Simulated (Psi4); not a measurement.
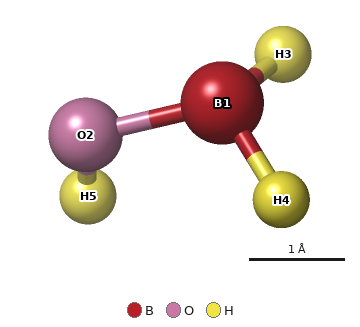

Figure 1. The structure as given in the input (ball-and-stick view, seen at a tilt; atoms are numbered from 1 in the order of the input). Bond lengths as drawn: B–H 1.27 Å, B–O 1.53 Å and H–O 0.96 Å.

Energy and gradient calculation of BH3O (charge −1)

The run: energy and gradient calculation of BH3O, charge −1, multiplicity 2. Method and program: HF/3-21G, UHF (Psi4 1.11).

The geometry comes from this level: GFN2-xTB.

### The program's output
```
Psi4 1.11 release

gradient() will perform analytic gradient computation.

   => Loading Basis Set <=

    Name: 3-21G
    Role: ORBITAL
    Keyword: BASIS

         ---------------------------------------------------------
                                   SCF
                              UHF Reference
                        1 Threads,   1525 MiB Core
         ---------------------------------------------------------

  ==> Geometry <==

    Molecular point group: c1
    Full point group: C1

    Geometry (in Bohr), charge = -1, multiplicity = 2:

       Center              X                  Y                   Z               Mass
    ------------   -----------------  -----------------  -----------------  -----------------
         B           -1.055506530000    -0.442573860000     0.340755410000    11.009305360000
         O            0.482106930000     1.993037450000     0.529539050000    15.994914619570
         H            0.063645980000    -2.281523040000     1.389024290000     1.007825032230
         H           -1.555924900000    -1.001800510000    -1.932547320000     1.007825032230
         H            2.065678520000     1.732859960000    -0.326790340000     1.007825032230

  Running in c1 symmetry.

  Rotational constants: A =      2.79485  B =      0.63070  C =      0.59266 [cm^-1]
  Rotational constants: A =  83787.40014  B =  18907.91449  C =  17767.41992 [MHz]
  Nuclear repulsion =   28.051313144865251

  Charge       = -1
  Multiplicity = 2
  Electrons    = 17
  Nalpha       = 9
  Nbeta        = 8

  ==> Algorithm <==

  SCF Algorithm Type is PK.
  DIIS enabled.
  MOM disabled.
  Fractional occupation disabled.
  Guess Type is SAD.
  Energy threshold   = 1.00e-09
  Density threshold  = 1.00e-08
  Integral threshold = 1.00e-12

  ==> Primary Basis <==

  Basis Set: 3-21G
    Blend: 3-21G
    Number of shells: 16
    Number of basis functions: 24
    Number of Cartesian functions: 24
    Spherical Harmonics?: true
    Max angular momentum: 1

  ==> Integral Setup <==

  Using in-core PK algorithm.
   Calculation information:
      Number of atoms:                   5
      Number of AO shells:              16
      Number of primitives:             27
      Number of atomic orbitals:        24
      Number of basis functions:        24

      Integral cutoff                 1.00e-12
      Number of threads:                 1

  Performing in-core PK
  Using 90300 doubles for integral storage.
  We computed 9284 shell quartets total.
  Whereas there are 9316 unique shell quartets.

  ==> DiskJK: Disk-Based J/K Matrices <==

    J tasked:                  Yes
    K tasked:                  Yes
    wK tasked:                  No
    Memory [MiB]:             1144
    Schwarz Cutoff:          1E-12

  Minimum eigenvalue in the overlap matrix is 3.2267369543E-02.
  Reciprocal condition number of the overlap matrix is 9.1675276524E-03.
    Using symmetric orthogonalization.

  ==> Pre-Iterations <==

  SCF Guess: Superposition of Atomic Densities via on-the-fly atomic UHF (no occupation information).

   -------------------------
    Irrep   Nso     Nmo
   -------------------------
     A         24      24
   -------------------------
    Total      24      24
   -------------------------

  ==> Iterations <==

                        Total Energy        Delta E     RMS |[F,P]|

   @UHF iter SAD:   -99.69352070824537   -9.96935e+01   0.00000e+00
   @UHF iter   1:  -100.58361525446891   -8.90095e-01   1.69400e-02 ADIIS/DIIS
   @UHF iter   2:  -100.64683157627294   -6.32163e-02   9.47644e-03 ADIIS/DIIS
   @UHF iter   3:  -100.66278097721595   -1.59494e-02   1.18542e-03 ADIIS/DIIS
   @UHF iter   4:  -100.66354221220405   -7.61235e-04   3.90611e-04 ADIIS/DIIS
   @UHF iter   5:  -100.66366830030482   -1.26088e-04   1.45063e-04 ADIIS/DIIS
   @UHF iter   6:  -100.66369533178997   -2.70315e-05   5.92530e-05 DIIS
   @UHF iter   7:  -100.66370042729730   -5.09551e-06   1.82996e-05 DIIS
   @UHF iter   8:  -100.66370088906029   -4.61763e-07   5.18417e-06 DIIS
   @UHF iter   9:  -100.66370092319008   -3.41298e-08   1.75391e-06 DIIS
   @UHF iter  10:  -100.66370092736472   -4.17464e-09   6.56337e-07 DIIS
   @UHF iter  11:  -100.66370092801279   -6.48072e-10   2.07185e-07 DIIS
   @UHF iter  12:  -100.66370092807472   -6.19309e-11   4.30808e-08 DIIS
   @UHF iter  13:  -100.66370092807709   -2.37321e-12   9.63868e-09 DIIS
  Energy and wave function converged.

  ==> Post-Iterations <==

   @Spin Contamination Metric:   4.751185495E-03
   @S^2 Expected:                7.500000000E-01
   @S^2 Observed:                7.547511855E-01
   @S   Expected:                5.000000000E-01
   @S   Observed:                5.000000000E-01

    Orbital Energies [Eh]
    ---------------------

    Alpha Occupied:

       1A    -20.160260     2A     -7.285031     3A     -1.035794
       4A     -0.439736     5A     -0.350232     6A     -0.261891
       7A     -0.229807     8A     -0.134003     9A     -0.012684

    Alpha Virtual:

      10A      0.493591    11A      0.581767    12A      0.598377
      13A      0.647389    14A      0.892764    15A      0.904553
      16A      1.008208    17A      1.179279    18A      1.514416
      19A      1.633685    20A      1.635616    21A      2.149705
      22A      2.195672    23A      2.359846    24A      3.479582

    Beta Occupied:

       1A    -20.160052     2A     -7.269049     3A     -1.034136
       4A     -0.403439     5A     -0.331061     6A     -0.254730
       7A     -0.218879     8A     -0.130091

    Beta Virtual:

       9A      0.417557    10A      0.506145    11A      0.601537
      12A      0.632008    13A      0.668207    14A      0.910908
      15A      0.996555    16A      1.044032    17A      1.209574
      18A      1.525316    19A      1.637301    20A      1.640319
      21A      2.151722    22A      2.200409    23A      2.361146
      24A      3.483523

    Final Occupation by Irrep:
              A
    DOCC [     8 ]
    SOCC [     1 ]
    NA   [     9 ]
    NB   [     8 ]

  @UHF Final Energy:  -100.66370092807709

   => Energetics <=

    Nuclear Repulsion Energy =             28.0513131448652508
    One-Electron Energy =                -197.7191513972511530
    Two-Electron Energy =                  69.0041373243088145
    Total Energy =                       -100.6637009280770911

  UHF NO Occupations:
  HONO-2 :    7  A 1.9992714
  HONO-1 :    8  A 1.9989347
  HONO-0 :    9  A 1.0000000
  LUNO+0 :   10  A 0.0010653
  LUNO+1 :   11  A 0.0007286
  LUNO+2 :   12  A 0.0004616
  LUNO+3 :   13  A 0.0001098

Computation Completed

Properties will be evaluated at   0.000000,   0.000000,   0.000000 [a0]

Properties computed using the SCF density matrix

 Multipole Moments:

 ------------------------------------------------------------------------------------
     Multipole            Electronic (a.u.)      Nuclear  (a.u.)        Total (a.u.)
 ------------------------------------------------------------------------------------

 L = 1.  Multiply by 2.5417464519 to convert [e a0] to [Debye]
 Dipole X            :          2.0216078           -0.8472776            1.1743302
 Dipole Y            :        -12.1983156           12.1809667           -0.0173489
 Dipole Z            :         -5.6399788            5.0697761           -0.5702028
 Magnitude           :                                                    1.3055587

 L = 2.  Multiply by 1.3450342976 to convert [e a0^2] to [Debye ang]
 Quadrupole XX       :        -26.8675828           14.1218678          -12.7457150
 Quadrupole XY       :        -15.1947619           15.0156035           -0.1791584
 Quadrupole XZ       :         -3.3539818            2.6642683           -0.6897135
 Quadrupole YY       :        -58.0205919           41.9686996          -16.0518923
 Quadrupole YZ       :         -6.5691164            5.8897362           -0.6793803
 Quadrupole ZZ       :        -22.5571006            8.5947836          -13.9623169
 Traceless XX        :          8.9475090           -7.4399159            1.5075931
 Traceless YY        :        -22.2055001           20.4069159           -1.7985842
 Traceless ZZ        :         13.2579912          -12.9670000            0.2909911

 ------------------------------------------------------------------------------------

  Mayer Bond Indices:

  Total Bond Index:
  Irrep: 1 Size: 5 x 5

                 1                   2                   3                   4                   5

    1     0.00000000000000     0.78861321694479     0.86765820438963     0.86750989446300     0.00935522720779
    2     0.78861321694479     0.00000000000000     0.01341698070729     0.01351972755850     0.86310115619392
    3     0.86765820438963     0.01341698070729     0.00000000000000    -0.00051565860658    -0.00083572495760
    4     0.86750989446300     0.01351972755850    -0.00051565860658     0.00000000000000    -0.00079836854306
    5     0.00935522720779     0.86310115619392    -0.00083572495760    -0.00079836854306     0.00000000000000

  Alpha Contribution:
  Irrep: 1 Size: 5 x 5

                 1                   2                   3                   4                   5

    1     0.00000000000000     0.38581157380182     0.44406215950040     0.44382063398726    -0.00191379595821
    2     0.38581157380182     0.00000000000000     0.00904517792284     0.00913007370345     0.44091354492169
    3     0.44406215950040     0.00904517792284     0.00000000000000     0.00201229468164    -0.00106995335250
    4     0.44382063398726     0.00913007370345     0.00201229468164     0.00000000000000    -0.00104861416331
    5    -0.00191379595821     0.44091354492169    -0.00106995335250    -0.00104861416331     0.00000000000000

  Beta Contribution:
  Irrep: 1 Size: 5 x 5

                 1                   2                   3                   4                   5

    1     0.00000000000000     0.40280164314297     0.42359604488923     0.42368926047574     0.01126902316600
    2     0.40280164314297     0.00000000000000     0.00437180278444     0.00438965385505     0.42218761127223
    3     0.42359604488923     0.00437180278444     0.00000000000000    -0.00252795328821     0.00023422839490
    4     0.42368926047574     0.00438965385505    -0.00252795328821     0.00000000000000     0.00025024562025
    5     0.01126902316600     0.42218761127223     0.00023422839490     0.00025024562025     0.00000000000000

  Atomic Valences:

 #  #
 Irrep: 1
      1:    2.533136543005212
      2:    1.678651081404504
      3:    0.879723801532744
      4:    0.879715594871859
      5:    0.870822289901051

	total time  =          1 seconds =       0.02 minutes

         ------------------------------------------------------------
                                   SCF GRAD
         ------------------------------------------------------------

  ==> Geometry <==

    Molecular point group: c1
    Full point group: C1

    Geometry (in Bohr), charge = -1, multiplicity = 2:

       Center              X                  Y                   Z               Mass
    ------------   -----------------  -----------------  -----------------  -----------------
         B           -1.055506530000    -0.442573860000     0.340755410000    11.009305360000
         O            0.482106930000     1.993037450000     0.529539050000    15.994914619570
         H            0.063645980000    -2.281523040000     1.389024290000     1.007825032230
         H           -1.555924900000    -1.001800510000    -1.932547320000     1.007825032230
         H            2.065678520000     1.732859960000    -0.326790340000     1.007825032230

  Nuclear repulsion =   28.051313144865251

  ==> Basis Set <==

  Basis Set: 3-21G
    Blend: 3-21G
    Number of shells: 16
    Number of basis functions: 24
    Number of Cartesian functions: 24
    Spherical Harmonics?: true
    Max angular momentum: 1

  ==> DirectJKGrad: Integral-Direct SCF Gradients <==

    Gradient:                    1
    J tasked:                  Yes
    K tasked:                  Yes
    wK tasked:                  No
    Integrals threads:           1
    Schwarz Cutoff:          1E-12

  -Total Gradient:
     Atom            X                  Y                   Z
    ------   -----------------  -----------------  -----------------
       1       -0.021604436783    -0.000272677112     0.010464862701
       2        0.015777617263     0.002774570893    -0.006623631218
       3        0.008868257492    -0.003155342413     0.000252724403
       4        0.004809566216     0.000116966612    -0.008079818883
       5       -0.007851004189     0.000536482020     0.003985862997

	total time  =          0 seconds =       0.00 minutes

    Psi4 run time: 0:00:00.96
```

### File result.json
```
{
 "driver": "gradient",
 "model": {
  "method": "scf",
  "basis": "3-21G"
 },
 "success": true,
 "return_result": [-0.02160443678298274, -0.00027267711236626455, 0.010464862701193914, 0.01577761726315377, 0.0027745708930816404, -0.00662363121787185, 0.008868257492217244, -0.003155342412774681, 0.0002527244026464398, 0.004809566216336436, 0.00011696661160395805, -0.008079818882604117, -0.007851004188741795, 0.0005364820199515868, 0.003985862996621764],
 "properties": {
  "calcinfo_nbasis": 24,
  "calcinfo_nmo": 24,
  "calcinfo_nalpha": 9,
  "calcinfo_nbeta": 8,
  "calcinfo_natom": 5,
  "nuclear_repulsion_energy": 28.05131314486525,
  "return_energy": -100.66370092807709,
  "return_gradient": [-0.02160443678298274, -0.00027267711236626455, 0.010464862701193914, 0.01577761726315377, 0.0027745708930816404, -0.00662363121787185, 0.008868257492217244, -0.003155342412774681, 0.0002527244026464398, 0.004809566216336436, 0.00011696661160395805, -0.008079818882604117, -0.007851004188741795, 0.0005364820199515868, 0.003985862996621764],
  "scf_one_electron_energy": -197.71915139725115,
  "scf_two_electron_energy": 69.00413732430881,
  "scf_dipole_moment": [1.1743302040270058, -0.01734887868340529, -0.5702027692889615],
  "scf_total_energy": -100.66370092807709,
  "scf_total_gradient": [-0.02160443678298274, -0.00027267711236626455, 0.010464862701193914, 0.01577761726315377, 0.0027745708930816404, -0.00662363121787185, 0.008868257492217244, -0.003155342412774681, 0.0002527244026464398, 0.004809566216336436, 0.00011696661160395805, -0.008079818882604117, -0.007851004188741795, 0.0005364820199515868, 0.003985862996621764],
  "scf_iterations": 13
 }
}
```

This output came from the following input.

### Input (job.json)
```
{
  "schema_name": "qcschema_input",
  "schema_version": 1,
  "molecule": {
    "schema_name": "qcschema_molecule",
    "schema_version": 2,
    "symbols": ["B", "O", "H", "H", "H"],
    "geometry": [-1.05550653, -0.44257386, 0.34075541, 0.48210693, 1.99303745, 0.52953905, 0.06364598, -2.28152304, 1.38902429, -1.5559249, -1.00180051, -1.93254732, 2.06567852, 1.73285996, -0.32679034],
    "molecular_charge": -1,
    "molecular_multiplicity": 2,
    "fix_symmetry": "c1",
    "fix_com": true,
    "fix_orientation": true
  },
  "driver": "gradient",
  "model": {
    "method": "scf",
    "basis": "3-21G"
  },
  "keywords": {
    "reference": "uhf",
    "puream": true,
    "e_convergence": 1e-09,
    "d_convergence": 1e-08,
    "scf_type": "pk",
    "maxiter": 200,
    "scf_properties": ["DIPOLE", "MAYER_INDICES", "QUADRUPOLE"]
  }
}
```

Launched with:
```bash
psi4 --qcschema job.json -n 1 --memory 1600MB
```

### Results in brief

| quantity | value |
| --- | --- |
| outcome | converged |
| total energy | −100.663701 hartree |
| basis functions | 24 |
| largest force | 1.234 eV/Å |
| ⟨S²⟩ | 0.755 |
| hardware | 1 thread of Intel Xeon (Sapphire Rapids), 16 GiB of memory available, shared host |
| wall time | 2.1 s |
| peak memory | 0.18 GiB |
